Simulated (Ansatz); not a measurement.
## Scan of one atom of the cell for GaN (wurtzite)

Relaxed GaN (wurtzite):

```xyz
4
Lattice="3.2184 0.0000 0.0000 -1.6092 2.7872 0.0000 0.0000 0.0000 5.2432" Properties=species:S:1:pos:R:3 pbc="T T T"
Ga     1.6092     0.9291     0.0051
Ga     0.0000     1.8581     2.6267
N      1.6092     0.9291     3.2730
N      0.0000     1.8581     0.6514
```

In this cell atom 2 (Ga, nearest neighbour N at 1.967 Å; its periodic images, 3.2 Å or more away, move with it) is moved by s along Cartesian [110], unit vector (0.707, 0.707, 0.000); all other atoms and the cell stay fixed.

Level of theory: PBE (plane waves to 420 eV, PAW, scalar-relativistic; Ansatz, a quantum-chemistry and plane-wave program). k mesh 10×10×5 (Γ-centred), Fermi-Dirac smearing 0.05 eV. The energy includes the smearing's −TS. Stress and pressure are positive under compression. GaN was relaxed with its symmetry unable to fall. The zero of ΔE is the undisplaced structure.

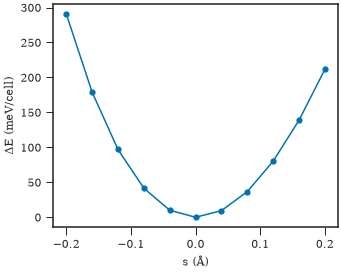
ΔE (meV/cell) against s (Å); markers are the computed points, lines only join them.

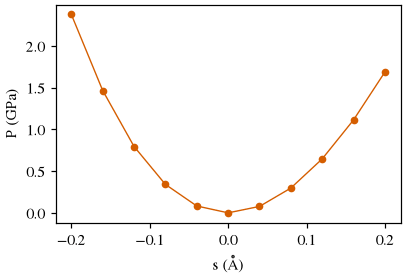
P (GPa) against s (Å); markers are the computed points, lines only join them.

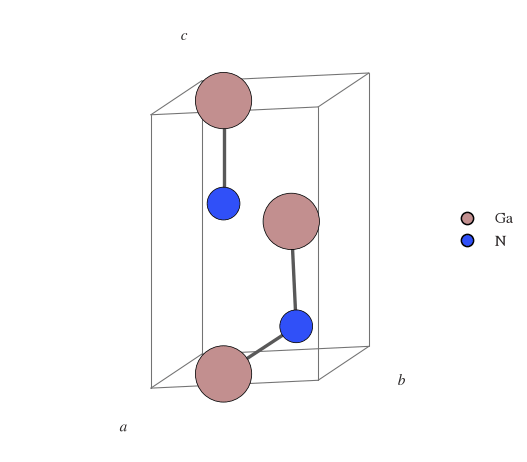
Figure. The cell of the calculation at s = -0.200 Å.

The force along the line at s = -0.200 Å is 3.20 eV/Å and the energy at s = 0.200 Å is 211.4 meV/cell. Harmonic estimate at the end of the scan: ½ks² = 243.0 meV/cell against the computed 211.4 meV/cell, so the well is softer than harmonic there. Shape of the curve: a single well with its minimum at or next to zero displacement. Symmetry of the curve: not even: the negative side lies higher at ±0.200 Å.

With its periodic images moving along, the atom's site symmetry in this cell is 3m..

(A displaced cell: forces are minus the slopes of the energy, force constants its curvatures, and phonons follow from these.)
